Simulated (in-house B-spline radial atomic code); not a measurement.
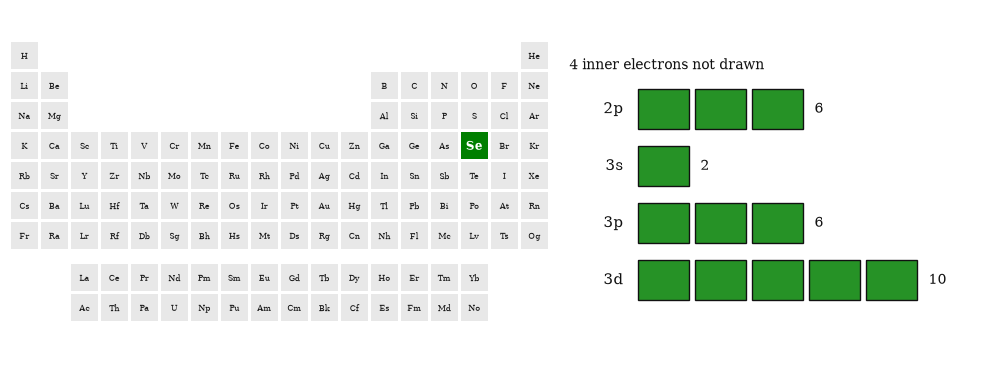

*Left, the place of selenium in the periodic table; right, the outer shells as the input fills them: a box for each of the 2l + 1 orbitals, shaded by the share of the shell that is filled, with the electron count at the right.*

**Run report: Se⁶⁺, RPA and GW calculation**

System: Se⁶⁺, configuration [Ar] 3d10.
Method: RPA, second-order and SOSEX correlation energies and G0W0 (contour deformation) on a scalar-relativistic (spin-free one-electron X2C) mean field, all electrons, B-spline basis (in-house B-spline radial atomic code).

Input:
```
Z = 34
electrons = 28.0
configuration = [Ar] 3d10
hamiltonian = x2c
method = pbe,pbe
lmax = 9
rms_radius = 4.14
spin_polarised = False
box_radius = 9.29
intervals = 67
```

Launched within a batch (the task file carries these settings):
```bash
python <driver script> task.json out
```

The program writes its results to a structured record and prints no log; tables and figures of this report are taken from that record.

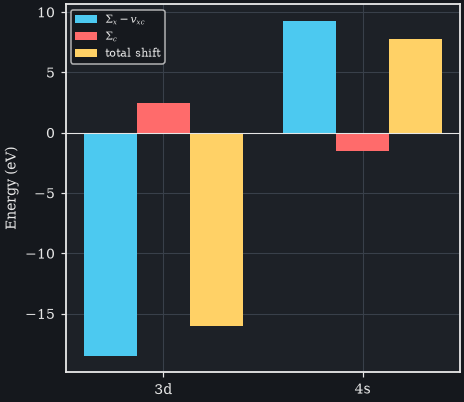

*Parts of the G₀W₀ correction to each level for Se⁶⁺ ([Ar] 3d¹⁰). All-electron spherical atom, scalar X2C, PBE start, no spin-orbit coupling, Breit or QED terms; computed with a B-spline radial code. The quasi-particle equation is solved at full frequency; levels of low quasi-particle weight Z are left out. Σ columns are in eV, and Σc holds an estimate for the angular momenta beyond the basis.*

G₀W₀ moves the highest occupied level, 3d, from −139.86 to −155.87 eV (renormalisation factor Z = 0.96). The empty level 4s goes from −89.79 to −82.02 eV.

```
Level  Mean field (eV)  Σx − vxc (eV)  Σc (eV)     Z  G₀W₀ (eV)
   3d          −139.86         −18.48     2.48  0.96    −155.87
   4s           −89.79           9.26    −1.50  0.99     −82.02
```

Results in brief:

| quantity | value |
| --- | --- |
| outcome | converged |
| mean-field total energy | −2420.15330 hartree |
| total energy with exact exchange alone | −2418.99030 hartree |
| exact exchange energy | −84.73642 hartree |
| RPA correlation, extrapolated in the angular momentum of the empty orbitals | −2.14583 hartree |
| RPA correlation, as summed | −2.11936 hartree |
| direct second-order term | −2.44460 hartree |
| second-order exchange term | 0.71007 hartree |
| SOSEX term | 0.65918 hartree |
| hardware | 1 CPU thread, shared host |
| wall time | 1.6 s |

Remarks:

Limits: spin-orbit coupling, Breit and QED terms are absent.
